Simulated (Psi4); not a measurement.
# CH8Si2 (SMILES [SiH3]C[SiH3]) at HF/def2-SVP

Aim: the energy change on altering one bond length of CH8Si2 at HF/def2-SVP, from 2 runs. 

The calculation is run with Psi4 1.11.

5 further runs of the same task are left out: 4 that didn't finish, 1 set aside as unsound or not needed.

**1. The structure to begin with**

The species is CH8Si2 (11 atoms), meant as a singlet with charge 0. SMILES: `[SiH3]C[SiH3]`. Geometry: relaxed at PBE0-D4/def2-TZVP.

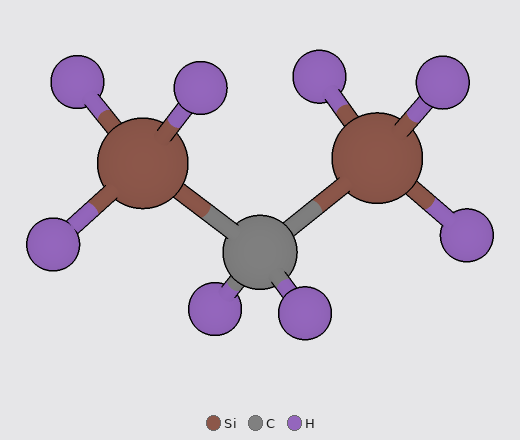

Viewed from a chosen angle; silicon brown, carbon grey, hydrogen purple.

**2. Energy and gradient at HF/def2-SVP**

File input.in:

```
memory 2.2 GB

molecule {
  0 1
  Si
  C 1 r2
  Si 2 r3 1 a3
  H 1 r4 2 a4 3 d4
  H 1 r5 4 a5 2 d5
  H 1 r6 5 a6 4 d6
  H 2 r7 1 a7 6 d7
  H 2 r8 7 a8 1 d8
  H 3 r9 2 a9 7 d9
  H 3 r10 9 a10 2 d10
  H 3 r11 9 a11 10 d11

  r2 = 1.872112
  r3 = 1.872123
  a3 = 114.37751
  r4 = 1.487955
  a4 = 111.08943
  d4 = -179.97081
  r5 = 1.487478
  a5 = 108.44097
  d5 = 121.23997
  r6 = 1.487471
  a6 = 108.4099
  d6 = -117.54335
  r7 = 1.095199
  a7 = 108.79898
  d7 = 62.10203
  r8 = 1.095216
  a8 = 107.01206
  d8 = -117.39945
  r9 = 1.487479
  a9 = 110.19264
  d9 = -62.10858
  r10 = 1.487482
  a10 = 108.40993
  d10 = 120.66819
  r11 = 1.487949
  a11 = 108.44093
  d11 = 117.54403
  symmetry c1
}

set {
  basis         def2-SVP
  reference     rhf
  puream        true
  e_convergence 1e-09
  d_convergence 1e-08
  scf_type      pk
}

energy_value, wavefunction = gradient("scf", return_wfn=True)
oeprop(wavefunction, "DIPOLE", "MULLIKEN_CHARGES", "QUADRUPOLE")
print_variables()
```

Run with:

```
$ psi4 -n 1 input.in input.out
```

input.out:

```text
[...]
  Running in c1 symmetry.
[...]
  Nuclear repulsion =  151.529953680492270
[...]
  Multiplicity = 1
[...]
  Nalpha       = 21
  Nbeta        = 21
[...]
    Number of basis functions: 90
[...]
   @RHF iter   1:  -620.09687806634076   -5.85615e-01   3.52584e-03 DIIS/ADIIS
[...]
   @RHF iter  10:  -620.17915456175081   -7.95808e-13   1.80424e-09 DIIS
[...]
    Orbital Energies [Eh]
    ---------------------
    Doubly Occupied:
       1A    -68.754740     2A    -68.754711     3A    -11.217287
       4A     -6.126112     5A     -6.126102     6A     -4.236355
       7A     -4.236347     8A     -4.236285     9A     -4.236279
      10A     -4.236206    11A     -4.236160    12A     -0.950785
      13A     -0.714700    14A     -0.692079    15A     -0.587515
      16A     -0.523806    17A     -0.484694    18A     -0.473912
      19A     -0.472629    20A     -0.456535    21A     -0.437074
[...]
  @RHF Final Energy:  -620.17915456175081
   => Energetics <=
    Nuclear Repulsion Energy =            151.5299536804922695
    One-Electron Energy =               -1159.0375867976561040
    Two-Electron Energy =                 387.3284785554129712
    Total Energy =                       -620.1791545617508064
[...]
  -Total Gradient:
     Atom            X                  Y                   Z
    ------   -----------------  -----------------  -----------------
       1        0.000001173122    -0.002690299495     0.008379490427
       2        0.000009955893    -0.003277060882    -0.002116779688
       3        0.000000609071     0.006520292713    -0.005903762381
       4        0.000002062696     0.001530277190    -0.000427131868
       5       -0.001174696654    -0.000642048769    -0.000197670965
       6        0.001172109005    -0.000644118649    -0.000194344459
       7        0.000435518816    -0.000077181550    -0.000049897466
       8       -0.000447004507    -0.000072469579    -0.000046699862
       9        0.001174336936    -0.000444638567    -0.000507576172
      10       -0.001176285916    -0.000445469488    -0.000503789866
      11        0.000002221538     0.000242717076     0.001568162301
[...]
 Multipole Moments:
 ------------------------------------------------------------------------------------
     Multipole            Electronic (a.u.)      Nuclear  (a.u.)        Total (a.u.)
 ------------------------------------------------------------------------------------
 L = 1.  Multiply by 2.5417464519 to convert [e a0] to [Debye]
 Dipole X            :         -0.0000627            0.0000841            0.0000214
 Dipole Y            :          0.1618507            0.1185909            0.2804416
 Dipole Z            :          0.1043935            0.0764423            0.1808358
 Magnitude           :                                                    0.3336901
 L = 2.  Multiply by 1.3450342976 to convert [e a0^2] to [Debye ang]
 Quadrupole XX       :        -54.9642459           26.3299016          -28.6343443
 Quadrupole XY       :         -0.0001626            0.0001414           -0.0000212
[...]
  Mulliken Charges: (a.u.)
   Center  Symbol    Alpha    Beta     Spin     Total
       1    SI     6.66698  6.66698  0.00000  0.66605
       2     C     3.33835  3.33835  0.00000 -0.67671
       3    SI     6.66698  6.66698  0.00000  0.66605
       4     H     0.57098  0.57098  0.00000 -0.14197
       5     H     0.57032  0.57032  0.00000 -0.14063
       6     H     0.57031  0.57031  0.00000 -0.14063
       7     H     0.45224  0.45224  0.00000  0.09553
       8     H     0.45223  0.45223  0.00000  0.09553
       9     H     0.57031  0.57031  0.00000 -0.14063
      10     H     0.57031  0.57031  0.00000 -0.14063
      11     H     0.57098  0.57098  0.00000 -0.14197
[...]
```

Wall time 3.9 s (1 thread of Intel Xeon 6975P-C (Granite Rapids), shared host); peak memory 0.31 GiB.

**3. The distorted shape**

File calc.py:

```python
import psi4

psi4.set_memory('2200 MB')
psi4.set_num_threads(1)
psi4.core.set_output_file('psi4.out', False)

geom = psi4.geometry("""
Si    -0.793215     0.552222    -2.023762
C      0.079425    -1.103938    -2.044692
Si     1.700945    -1.134838    -1.109512
H     -2.070035     0.494302    -2.785592
H      0.072255     1.596422    -2.634662
H     -1.463790     1.436810     1.054620
H     -0.588335    -1.860118    -1.618372
H      0.266325    -1.391328    -3.084872
H      1.476415    -0.786868     0.319158
H      2.647825    -0.145778    -1.690702
H      2.329825    -2.481878    -1.172642
symmetry c1
no_reorient
no_com
""")

psi4.set_options({
    'basis': 'def2-SVP',
    'reference': 'rhf',
    'puream': True,
    'e_convergence': 1e-09,
    'd_convergence': 1e-08,
    'scf_type': 'pk',
})

energy_value, wavefunction = psi4.gradient('hf', return_wfn=True)
psi4.oeprop(wavefunction, 'LOWDIN_CHARGES', 'WIBERG_LOWDIN_INDICES', 'MAYER_INDICES', title='HF')
print('gradient / Eh bohr^-1')
print(energy_value.np.round(6))
print(f'energy = {wavefunction.energy():.10f} Eh')
```

Run with:

```
$ python calc.py
```

psi4.out, cut to the lines that bear on the results:

```text
[...]
  Running in c1 symmetry.
[...]
  Nuclear repulsion =  147.566941779964083
[...]
  Multiplicity = 1
[...]
  Nalpha       = 21
  Nbeta        = 21
[...]
    Number of basis functions: 90
[...]
   @RHF iter   1:  -619.89962594531221   -6.75319e-01   3.48624e-03 ADIIS/DIIS
[...]
   @RHF iter  11:  -619.98413428937840   -4.66116e-12   3.41640e-09 DIIS
[...]
  @RHF Final Energy:  -619.98413428937840
   => Energetics <=
    Nuclear Repulsion Energy =            147.5669417799640826
    One-Electron Energy =               -1149.7638541079970764
    Two-Electron Energy =                 382.2127780386545624
    Total Energy =                       -619.9841342893785168
[...]
 Multipole Moments:
 ------------------------------------------------------------------------------------
     Multipole            Electronic (a.u.)      Nuclear  (a.u.)        Total (a.u.)
 ------------------------------------------------------------------------------------
 L = 1.  Multiply by 2.5417464519 to convert [e a0] to [Debye]
 Dipole X            :        -29.6452685           29.9620896            0.3168211
 Dipole Y            :         33.0566505          -33.8614128           -0.8047623
 Dipole Z            :        126.4630741         -128.0233741           -1.5603000
 Magnitude           :                                                    1.7839714
[...]
  -Total Gradient:
     Atom            X                  Y                   Z
    ------   -----------------  -----------------  -----------------
       1        0.006689468898    -0.006438541739    -0.006289550519
       2        0.007009876673     0.000530947950    -0.010739695691
       3       -0.013570912970     0.002991325488    -0.010866324952
       4        0.000455377971    -0.003119292705    -0.010977553993
       5        0.003460591073    -0.001565743941    -0.010309434252
       6       -0.008928111673     0.011814555286     0.041028367003
       7       -0.000888684804    -0.000285144541     0.000684003001
       8        0.002184608888    -0.003956036222     0.002391401309
       9        0.000045029445     0.000684120420     0.003224275181
      10        0.001768786830     0.000983823186     0.000429205003
      11        0.001773969676    -0.001640013173     0.001425307910
[...]
```

Standard output:

```text
gradient / Eh bohr^-1
[[ 6.6890e-03 -6.4390e-03 -6.2900e-03]
 [ 7.0100e-03  5.3100e-04 -1.0740e-02]
 [-1.3571e-02  2.9910e-03 -1.0866e-02]
 [ 4.5500e-04 -3.1190e-03 -1.0978e-02]
 [ 3.4610e-03 -1.5660e-03 -1.0309e-02]
 [-8.9280e-03  1.1815e-02  4.1028e-02]
 [-8.8900e-04 -2.8500e-04  6.8400e-04]
 [ 2.1850e-03 -3.9560e-03  2.3910e-03]
 [ 4.5000e-05  6.8400e-04  3.2240e-03]
 [ 1.7690e-03  9.8400e-04  4.2900e-04]
 [ 1.7740e-03 -1.6400e-03  1.4250e-03]]
energy = -619.9841342894 Eh
```

Run time: 3.9 s. Hardware: 1 thread of Intel Xeon 6975P-C (Granite Rapids), shared host; peak memory 0.31 GiB.

**4. Summary of results**

Level: HF/def2-SVP.

| quantity | value |
| --- | --- |
| first shape: total energy | -620.17915 Eh |
| first shape: dipole moment | 0.85 D |
| first shape: HOMO energy | -11.89 eV |
| first shape: LUMO energy | 3.84 eV |
| first shape: HOMO–LUMO gap | 15.73 eV |
| first shape: largest force on an atom | 0.453 eV/Å |
| distorted shape: total energy | -619.98413 Eh |
| distorted shape: dipole moment | 4.53 D |
| distorted shape: HOMO energy | -7.78 eV |
| distorted shape: LUMO energy | -0.58 eV |
| distorted shape: HOMO–LUMO gap | 7.21 eV |
| distorted shape: largest force on an atom | 2.243 eV/Å |
| energy change with the Si1–H6 bond stretched from 1.487 to 3.272 Å | 5.307 eV |

What this shows: One bond (distorted shape) is far stretched, which a spin-restricted single reference describes badly; a broken-symmetry solution may lie lower. With the Si1–H6 bond stretched from 1.487 to 3.272 Å the energy rises by 5.31 eV (122 kcal/mol). The first shape isn't relaxed at this level, so the change isn't measured from a minimum. A restricted reference can't describe the breaking bond well at this length. The largest force (first shape) is 0.45 eV/Å: the shape isn't a stationary point for this species at this level. Mulliken charges (first shape) run from -0.68 on C2 to +0.67 on Si1.
